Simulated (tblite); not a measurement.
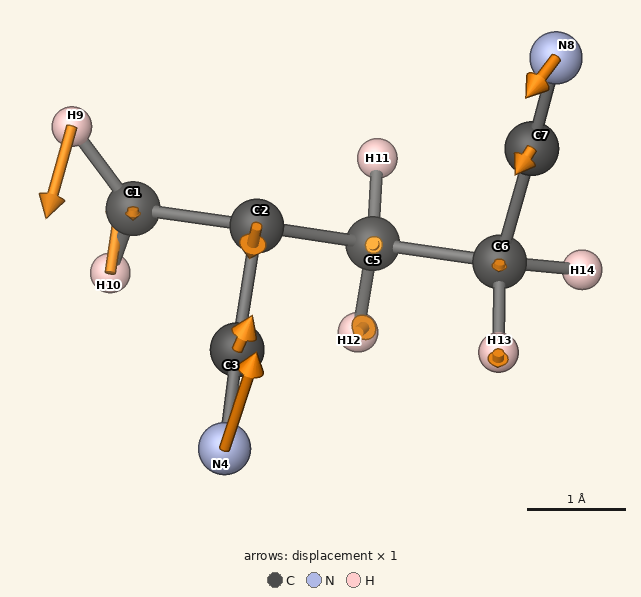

A relaxation of C6H6N2 (charge +1, multiplicity 2). The starting structure is drawn; orange arrows show the displacements, at their true length. The two geometries are superimposed by the best rigid fit.

Style: ball-and-stick. Shown at a tilt.

All numbers below come from tblite, GFN2-xTB geometry optimisation, gas phase. 

What did the optimiser do to the structure, and how much energy did it gain?

The atom that moves furthest after the best rigid fit is N4 (1.26 Å). Largest moves by element: N 1.26 Å, H 1.02 Å, C 0.52 Å. Among the contacts that change: C1–C2 1.525 → 1.351 Å, C2–C3 1.472 → 1.419 Å, C2–C5 1.527 → 1.494 Å, C3–N4 1.174 → 1.143 Å. Among the angles between lasting bonds that change: C1–C2–C5 109.0° → 123.9°, C1–C2–C3 104.7° → 118.5°, C3–C2–C5 107.9° → 117.6°. Over 114 geometry steps the energy falls by 2.646 eV. The run took 0.74 s on 1 thread of Arm Neoverse V1, with other jobs on the host.
